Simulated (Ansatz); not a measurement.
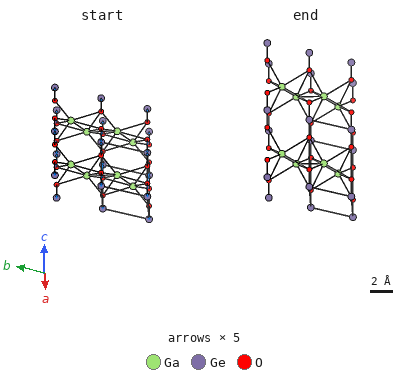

The structure of crystalline Ga₂GeO₂ (a generated structure, set up in P6/mmm) (coarse preliminary run) before (left) and after (right) a relaxation, at one scale. The blue arrows give the displacements (the part carried along by the change of the cell is left out), 5 times their true length.

The picture is a ball-and-stick view of the cell of the calculation, repeated 1 × 2 × 2 with one cell outlined, seen from a free direction.

These are results of DFT PBE, scalar-relativistic, plane waves, PAW in Ansatz 0.2.0, not measurements.

Input
```yaml
crystal:
  lattice:
    - [4.77347167, 0.0, 0.0]
    - [-2.38673584, 4.13394773, 0.0]
    - [0.0, 0.0, 4.42383496]
  atoms:
    - { symbol: Ga, position: [0.33333333, 0.66666667, 0.5] }
    - { symbol: Ga, position: [0.66666667, 0.33333333, 0.5] }
    - { symbol: Ge, position: [0.0, 0.0, 0.0] }
    - { symbol: O, position: [0.0, 0.0, 0.69856337] }
    - { symbol: O, position: [0.0, 0.0, 0.30143663] }
basis:
  ecutwfc: 420
kpoints:
  mp_grid: { grid: [6, 6, 4] }
hamiltonian:
  xc: pbe
scf:
  occupations: { method: gaussian, width: 0.1 }
  lower_state_search: "off"
output:
  forces: true
  stress: true
  eigenvalues: true
relax:
  adjacent_minimum: "off"
  f_tol: 0.04
  max_steps: 70
  cell: { stress_tol: 0.4 }
```

Run as
```bash
ansatz run input.yaml --threads 1 --pin off --max-ram 2560MiB --backend cpu --events-out ev --progress --plain --runs-dir out
```

> What changed between the two?

The largest moves relative to the cell, 0.29 Å, are those of O4 and O5. O5 goes along −c. Ga and Ge stay in place. Cell: a = b 4.773 → 4.340 Å (−9.1 %), c 4.424 → 6.769 Å (+53.0 %). Volume +26.5 %. Among the contacts that change: O4–O5 1.757 → 3.262 Å, Ge3–O4 1.334 → 1.753 Å, Ga1–Ga2 2.756 → 2.506 Å, Ga1–O4 2.893 → 2.990 Å. The space group stays P6/mmm (No. 191). After 16 accepted moves (19 points after the start) the energy has fallen by 2314 meV per atom. The largest force component goes from 26 to 0.00038 eV/Å. The pressure goes from 70.36 to 0.01 GPa. At 3 points the geometry stayed and the basis and grid were re-selected for the new cell (energy shift of 103 meV per atom at most each time).

Limits of the set-up: layers or molecules are held without a dispersion correction, so their spacing is unreliable.
